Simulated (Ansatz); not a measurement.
**Run report: GeH$_{3}$ClO, molecular dynamics (part 4 of 4)**

GeH$_{3}$ClO; RKS PBE-D4/def2-SVP (Ansatz 0.2.0). It belongs to a series of runs on one base structure; here: dynamics from the highest image of the converged band.

Geometry of the input (Å):
```
Ge 0.2366  -0.0539  -0.5104
Cl 1.1201  -0.0229  1.9305
H  1.6444  0.1299  0.3229
O  -0.7948  1.4046  -0.6692
H  -1.7278  1.2148  -0.4524
H  -0.7425  -1.2795  -0.3525
```

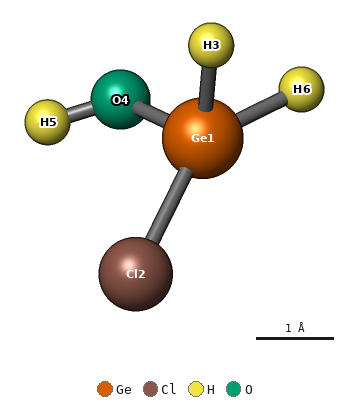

The geometry at step 158 of the log (ball-and-stick view, seen at a tilt; atoms are numbered from 1 in the order of the input).

Trajectory as extended XYZ, continued:
```
6
Properties=species:S:1:pos:R:3:forces:R:3 step=113 time_fs=56.5 energy=-71108.72890 temperature=2057.2
Ge    0.3070   -0.0370   -0.3312   -0.3410   0.6924  -2.4794
Cl    0.9636   -0.0452    1.5952    1.7175   1.0736   3.9478
H     1.6890    0.0042   -1.1593   -1.1932   0.0348  -0.0260
O    -0.8228    1.3607   -0.7141    1.0163  -0.7818  -0.4527
H    -1.2934    1.6212    0.0902   -0.2070   0.0377   0.4223
H    -0.3445   -1.2967    0.1814   -0.9926  -1.0566  -1.4120
6
Properties=species:S:1:pos:R:3:forces:R:3 step=116 time_fs=58.0 energy=-71108.59471 temperature=1797.1
Ge    0.3085   -0.0365   -0.3264   -0.8809   0.2588  -2.5549
Cl    0.9590   -0.0432    1.5782    1.8030   1.0785   4.7420
H     1.7254   -0.0159   -1.0114   -0.8342   0.0729  -0.6176
O    -0.8235    1.3559   -0.7102    0.7103  -0.5750   0.0451
H    -1.2403    1.6250    0.1349    0.0310  -0.0517  -0.0904
H    -0.3682   -1.3084    0.1765   -0.8292  -0.7835  -1.5242
6
Properties=species:S:1:pos:R:3:forces:R:3 step=119 time_fs=59.5 energy=-71108.46971 temperature=1555.5
Ge    0.3097   -0.0360   -0.3223   -1.5969  -0.3218  -2.6294
Cl    0.9555   -0.0405    1.5641    1.7850   1.0197   5.4234
H     1.7442   -0.0345   -0.8767   -0.3304   0.0954  -1.1730
O    -0.8232    1.3504   -0.7063    0.4387  -0.3210   0.6397
H    -1.1867    1.6276    0.1776    0.2149  -0.1589  -0.6852
H    -0.4095   -1.3367    0.1389   -0.5113  -0.3133  -1.5755
6
Properties=species:S:1:pos:R:3:forces:R:3 step=122 time_fs=61.0 energy=-71108.36518 temperature=1353.9
Ge    0.3104   -0.0356   -0.3190   -2.2316  -0.9020  -2.8462
Cl    0.9531   -0.0372    1.5533    1.6841   0.9120   5.9592
H     1.7558   -0.0510   -0.7671    0.1252   0.1054  -1.5895
O    -0.8223    1.3445   -0.7015    0.3976  -0.1929   0.8197
H    -1.1288    1.6271    0.2062    0.1541  -0.1135  -0.8432
H    -0.4617   -1.3717    0.0676   -0.1294   0.1909  -1.5001
6
Properties=species:S:1:pos:R:3:forces:R:3 step=125 time_fs=62.5 energy=-71108.31632 temperature=1259.5
Ge    0.3105   -0.0354   -0.3166   -2.5219  -1.4032  -3.2305
Cl    0.9518   -0.0334    1.5461    1.5290   0.7751   6.3033
H     1.7696   -0.0653   -0.6914    0.3153   0.1145  -1.8087
O    -0.8209    1.3382   -0.6957    0.5223  -0.2239   0.4712
H    -1.0679    1.6244    0.2177   -0.0855   0.1222  -0.4503
H    -0.5168   -1.4026   -0.0358    0.2408   0.6153  -1.2851
6
Properties=species:S:1:pos:R:3:forces:R:3 step=128 time_fs=64.0 energy=-71108.33618 temperature=1298.0
Ge    0.3098   -0.0357   -0.3151   -2.3769  -1.7965  -3.6844
Cl    0.9513   -0.0290    1.5428    1.3469   0.6265   6.4043
H     1.7897   -0.0771   -0.6543    0.1680   0.1341  -1.8334
O    -0.8187    1.3317   -0.6893    0.6316  -0.3111  -0.0999
H    -1.0089    1.6246    0.2198   -0.3192   0.4438   0.1757
H    -0.5667   -1.4206   -0.1667    0.5496   0.9032  -0.9624
6
Properties=species:S:1:pos:R:3:forces:R:3 step=131 time_fs=65.5 energy=-71108.43135 temperature=1482.0
Ge    0.3084   -0.0364   -0.3147   -1.9158  -2.0600  -4.0892
Cl    0.9517   -0.0243    1.5434    1.1614   0.4768   6.2372
H     1.8130   -0.0859   -0.6564   -0.1976   0.1656  -1.6924
O    -0.8157    1.3247   -0.6829    0.5713  -0.2332  -0.2475
H    -0.9564    1.6340    0.2249   -0.3870   0.6166   0.3715
H    -0.6050   -1.4193   -0.3182    0.7676   1.0341  -0.5795
6
Properties=species:S:1:pos:R:3:forces:R:3 step=134 time_fs=67.0 energy=-71108.59081 temperature=1789.8
Ge    0.3065   -0.0378   -0.3156   -1.3219  -2.1700  -4.3773
Cl    0.9528   -0.0193    1.5478    0.9871   0.3302   5.8216
H     1.8320   -0.0912   -0.6948   -0.5973   0.2026  -1.4178
O    -0.8120    1.3175   -0.6768    0.3761   0.1249   0.2710
H    -0.9121    1.6562    0.2369   -0.3203   0.5066  -0.1144
H    -0.6269   -1.3961   -0.4822    0.8763   1.0057  -0.1831
6
Properties=species:S:1:pos:R:3:forces:R:3 step=137 time_fs=68.5 energy=-71108.77235 temperature=2140.6
Ge    0.3041   -0.0399   -0.3177   -0.7186  -2.1161  -4.5281
Cl    0.9546   -0.0141    1.5558    0.8264   0.1884   5.2120
H     1.8383   -0.0922   -0.7636   -0.8983   0.2386  -1.0482
O    -0.8077    1.3104   -0.6704    0.1754   0.5938   0.9143
H    -0.8747    1.6892    0.2463   -0.2496   0.2680  -0.7340
H    -0.6301   -1.3514   -0.6502    0.8647   0.8273   0.1839
6
Properties=species:S:1:pos:R:3:forces:R:3 step=140 time_fs=70.0 energy=-71108.94870 temperature=2481.4
Ge    0.3016   -0.0426   -0.3212   -0.1649  -1.9089  -4.5339
Cl    0.9568   -0.0088    1.5670    0.6740   0.0533   4.4759
H     1.8256   -0.0880   -0.8548   -1.0354   0.2701  -0.6310
O    -0.8032    1.3041   -0.6627    0.0125   0.9245   1.1406
H    -0.8427    1.7280    0.2405   -0.2182   0.1384  -0.9339
H    -0.6149   -1.2891   -0.8143    0.7320   0.5226   0.4824
6
Properties=species:S:1:pos:R:3:forces:R:3 step=143 time_fs=71.5 energy=-71109.09371 temperature=2761.3
Ge    0.2990   -0.0458   -0.3261    0.2990  -1.5787  -4.3849
Cl    0.9594   -0.0035    1.5808    0.5263  -0.0735   3.6777
H     1.7908   -0.0780   -0.9597   -0.9867   0.2972  -0.2161
O    -0.7987    1.2991   -0.6535   -0.1390   0.9749   0.8353
H    -0.8154    1.7703    0.2155   -0.1952   0.2433  -0.5985
H    -0.5841   -1.2156   -0.9682    0.4957   0.1369   0.6865
6
Properties=species:S:1:pos:R:3:forces:R:3 step=146 time_fs=73.0 energy=-71109.16590 temperature=2900.8
Ge    0.2965   -0.0495   -0.3323    0.6313  -1.1768  -4.0820
Cl    0.9624    0.0019    1.5970    0.3847  -0.1912   2.8724
H     1.7351   -0.0616   -1.0693   -0.7570   0.3219   0.1504
O    -0.7944    1.2954   -0.6433   -0.3161   0.8047   0.2903
H    -0.7922    1.8181    0.1780   -0.1392   0.5030  -0.0322
H    -0.5427   -1.1393   -1.1074    0.1962  -0.2616   0.8011
6
Properties=species:S:1:pos:R:3:forces:R:3 step=149 time_fs=74.5 energy=-71109.15117 temperature=2872.6
Ge    0.2941   -0.0536   -0.3396    0.8086  -0.7684  -3.6588
Cl    0.9656    0.0070    1.6149    0.2544  -0.2987   2.1017
H     1.6633   -0.0383   -1.1758   -0.3797   0.3462   0.4343
O    -0.7905    1.2927   -0.6326   -0.5259   0.7714   0.0837
H    -0.7720    1.8763    0.1393   -0.0460   0.5484   0.1712
H    -0.4971   -1.0685   -1.2295   -0.1115  -0.5990   0.8679
6
Properties=species:S:1:pos:R:3:forces:R:3 step=152 time_fs=76.0 energy=-71109.06133 temperature=2699.0
Ge    0.2920   -0.0579   -0.3481    0.8488  -0.4064  -3.1843
Cl    0.9689    0.0120    1.6341    0.1386  -0.3935   1.3927
H     1.5835   -0.0075   -1.2731    0.0764   0.3696   0.6227
O    -0.7873    1.2912   -0.6217   -0.7287   1.1587   0.3995
H    -0.7528    1.9456    0.1032    0.0421   0.0987  -0.1742
H    -0.4538   -1.0104   -1.3329   -0.3772  -0.8270   0.9436
6
Properties=species:S:1:pos:R:3:forces:R:3 step=155 time_fs=77.5 energy=-71108.91363 temperature=2414.1
Ge    0.2902   -0.0623   -0.3575    0.8046  -0.0987  -2.7351
Cl    0.9724    0.0168    1.6541    0.0372  -0.4726   0.7595
H     1.5052    0.0312   -1.3571    0.5140   0.3855   0.7316
O    -0.7851    1.2912   -0.6103   -0.8859   1.6643   0.7423
H    -0.7328    2.0166    0.0633    0.0988  -0.5381  -0.5578
H    -0.4186   -0.9699   -1.4159   -0.5688  -0.9404   1.0595
6
Properties=species:S:1:pos:R:3:forces:R:3 step=158 time_fs=79.0 energy=-71108.76587 temperature=2129.2
Ge    0.2886   -0.0668   -0.3678    0.7338   0.1888  -2.3577
Cl    0.9758    0.0213    1.6746   -0.0520  -0.5340   0.2080
H     1.4379    0.0782   -1.4254    0.8376   0.3777   0.7969
O    -0.7841    1.2935   -0.5979   -0.9949   1.7797   0.7080
H    -0.7106    2.0766    0.0121    0.1451  -0.8509  -0.5569
H    -0.3954   -0.9495   -1.4760   -0.6696  -0.9612   1.2017
6
Properties=species:S:1:pos:R:3:forces:R:3 step=161 time_fs=80.5 energy=-71108.67671 temperature=1956.9
Ge    0.2872   -0.0712   -0.3787    0.6776   0.4969  -2.0520
Cl    0.9793    0.0254    1.6953   -0.1325  -0.5785  -0.2623
H     1.3883    0.1333   -1.4766    0.9889   0.3224   0.8516
O    -0.7844    1.2981   -0.5846   -1.0845   1.2756   0.3114
H    -0.6852    2.1192   -0.0504    0.2249  -0.6041  -0.1779
H    -0.3865   -0.9498   -1.5102   -0.6744  -0.9123   1.3293
6
Properties=species:S:1:pos:R:3:forces:R:3 step=164 time_fs=82.0 energy=-71108.65836 temperature=1921.5
Ge    0.2860   -0.0754   -0.3903    0.6582   0.8393  -1.7756
Cl    0.9826    0.0292    1.7158   -0.2063  -0.6085  -0.6555
H     1.3598    0.1952   -1.5094    0.9656   0.2017   0.9041
O    -0.7862    1.3044   -0.5709   -1.1837   0.3861  -0.1463
H    -0.6550    2.1493   -0.1167    0.3594  -0.0109   0.2729
H    -0.3920   -0.9695   -1.5160   -0.5932  -0.8077   1.4004
6
Properties=species:S:1:pos:R:3:forces:R:3 step=167 time_fs=83.5 energy=-71108.71190 temperature=2025.0
Ge    0.2850   -0.0794   -0.4024    0.6808   1.1968  -1.4693
Cl    0.9858    0.0327    1.7359   -0.2732  -0.6270  -0.9775
H     1.3518    0.2613   -1.5228    0.8112   0.0172   0.9392
O    -0.7896    1.3112   -0.5574   -1.2287  -0.1468  -0.2806
H    -0.6170    2.1787   -0.1777    0.4613   0.2205   0.3987
H    -0.4102   -1.0067   -1.4917   -0.4513  -0.6607   1.3895
6
Properties=species:S:1:pos:R:3:forces:R:3 step=170 time_fs=85.0 energy=-71108.82437 temperature=2241.8
Ge    0.2842   -0.0830   -0.4149    0.7240   1.5346  -1.0882
Cl    0.9889    0.0357    1.7554   -0.3318  -0.6353  -1.2382
H     1.3612    0.3278   -1.5160    0.5870  -0.2062   0.9318
O    -0.7947    1.3180   -0.5442   -1.0878   0.0909  -0.0864
H    -0.5693    2.2115   -0.2306    0.3871  -0.2967   0.1863
H    -0.4380   -1.0580   -1.4376   -0.2785  -0.4873   1.2947
6
Properties=species:S:1:pos:R:3:forces:R:3 step=173 time_fs=86.5 energy=-71108.95049 temperature=2485.4
Ge    0.2837   -0.0862   -0.4278    0.7377   1.8175  -0.6167
Cl    0.9918    0.0384    1.7741   -0.3823  -0.6338  -1.4505
H     1.3832    0.3898   -1.4893    0.3514  -0.4307   0.8614
O    -0.8012    1.3248   -0.5311   -0.7844   0.5283   0.0896
H    -0.5136    2.2376   -0.2795    0.1731  -0.9833  -0.0192
H    -0.4719   -1.1197   -1.3557   -0.0954  -0.2981   1.1353
6
Properties=species:S:1:pos:R:3:forces:R:3 step=176 time_fs=88.0 energy=-71109.06952 temperature=2715.4
Ge    0.2833   -0.0888   -0.4408    0.6646   2.0014  -0.0593
Cl    0.9944    0.0406    1.7919   -0.4245  -0.6217  -1.6246
H     1.4128    0.4425   -1.4441    0.1510  -0.6186   0.7173
O    -0.8088    1.3324   -0.5179   -0.4836   0.5215   0.0780
H    -0.4541    2.2434   -0.3285    0.0012  -1.1915  -0.0504
H    -0.5077   -1.1879   -1.2494    0.0912  -0.0911   0.9389
6
Properties=species:S:1:pos:R:3:forces:R:3 step=179 time_fs=89.5 energy=-71109.16528 temperature=2900.1
Ge    0.2832   -0.0909   -0.4539    0.4697   2.0344   0.5764
Cl    0.9967    0.0425    1.8088   -0.4571  -0.5982  -1.7639
H     1.4458    0.4821   -1.3836    0.0181  -0.7408   0.5006
O    -0.8171    1.3406   -0.5046   -0.3209  -0.0390  -0.0590
H    -0.3943    2.2245   -0.3785    0.0078  -0.7986   0.0245
H    -0.5416   -1.2580   -1.1230    0.2824   0.1422   0.7214
6
Properties=species:S:1:pos:R:3:forces:R:3 step=182 time_fs=91.0 energy=-71109.19973 temperature=2966.5
Ge    0.2832   -0.0923   -0.4668    0.1581   1.8859   1.2854
Cl    0.9988    0.0440    1.8246   -0.4780  -0.5629  -1.8670
H     1.4793    0.5058   -1.3124   -0.0316  -0.7830   0.2263
O    -0.8258    1.3487   -0.4914   -0.2603  -0.7741  -0.1998
H    -0.3340    2.1888   -0.4279    0.1408  -0.1625   0.0775
H    -0.5695   -1.3250   -0.9810    0.4711   0.3966   0.4775
6
Properties=species:S:1:pos:R:3:forces:R:3 step=185 time_fs=92.5 energy=-71109.15473 temperature=2879.5
Ge    0.2832   -0.0932   -0.4793   -0.2226   1.5812   2.0477
Cl    1.0006    0.0452    1.8392   -0.4852  -0.5161  -1.9319
H     1.5123    0.5128   -1.2363   -0.0032  -0.7494  -0.0742
O    -0.8348    1.3558   -0.4785    0.0059  -1.0688  -0.3060
H    -0.2711    2.1490   -0.4758    0.0720   0.1142   0.0691
H    -0.5872   -1.3834   -0.8288    0.6330   0.6389   0.1954
6
Properties=species:S:1:pos:R:3:forces:R:3 step=188 time_fs=94.0 energy=-71109.03302 temperature=2644.2
Ge    0.2832   -0.0936   -0.4912   -0.5951   1.2065   2.8074
Cl    1.0021    0.0461    1.8527   -0.4784  -0.4588  -1.9604
H     1.5453    0.5038   -1.1619    0.0712  -0.6649  -0.3550
O    -0.8438    1.3616   -0.4660    0.6717  -0.8217  -0.4672
H    -0.2073    2.1109   -0.5221   -0.4046  -0.0806   0.0951
H    -0.5914   -1.4282   -0.6725    0.7353   0.8196  -0.1198
6
Properties=species:S:1:pos:R:3:forces:R:3 step=191 time_fs=95.5 energy=-71108.84746 temperature=2285.9
Ge    0.2829   -0.0937   -0.5022   -0.8693   0.8652   3.4782
Cl    1.0033    0.0467    1.8649   -0.4588  -0.3933  -1.9577
H     1.5798    0.4804   -1.0950    0.1316  -0.5663  -0.5672
O    -0.8519    1.3662   -0.4541    1.4097  -0.5600  -0.7105
H    -0.1523    2.0711   -0.5663   -0.9671  -0.2436   0.1943
H    -0.5799   -1.4555   -0.5188    0.7539   0.8979  -0.4372
6
Properties=species:S:1:pos:R:3:forces:R:3 step=194 time_fs=97.0 energy=-71108.64481 temperature=1894.6
Ge    0.2825   -0.0934   -0.5122   -0.9660   0.6305   3.9783
Cl    1.0042    0.0470    1.8760   -0.4292  -0.3235  -1.9293
H     1.6169    0.4448   -1.0401    0.1137  -0.4836  -0.6809
O    -0.8581    1.3700   -0.4432    1.7834  -0.6570  -0.9291
H    -0.1177    2.0267   -0.6063   -1.1841  -0.0208   0.2729
H    -0.5523   -1.4637   -0.3744    0.6822   0.8544  -0.7119
6
Properties=species:S:1:pos:R:3:forces:R:3 step=197 time_fs=98.5 energy=-71108.46328 temperature=1543.6
Ge    0.2817   -0.0930   -0.5210   -0.8487   0.5376   4.2623
Cl    1.0049    0.0471    1.8859   -0.3931  -0.2560  -1.8786
H     1.6564    0.3988   -0.9997   -0.0116  -0.4227  -0.7012
O    -0.8619    1.3729   -0.4336    1.6284  -1.1091  -1.0071
H    -0.1077    1.9824   -0.6406   -0.9014   0.5647   0.2260
H    -0.5101   -1.4537   -0.2452    0.5263   0.6854  -0.9013
6
Properties=species:S:1:pos:R:3:forces:R:3 step=200 time_fs=100.0 energy=-71108.30718 temperature=1241.9
Ge    0.2807   -0.0925   -0.5286   -0.5438   0.6029   4.3234
Cl    1.0053    0.0471    1.8946   -0.3544  -0.1968  -1.8086
H     1.6955    0.3437   -0.9744   -0.2132  -0.3661  -0.6603
O    -0.8635    1.3743   -0.4252    1.1579  -1.6536  -0.9353
H    -0.1166    1.9504   -0.6703   -0.3438   1.2184   0.0538
H    -0.4567   -1.4291   -0.1352    0.2973   0.3951  -0.9730
```
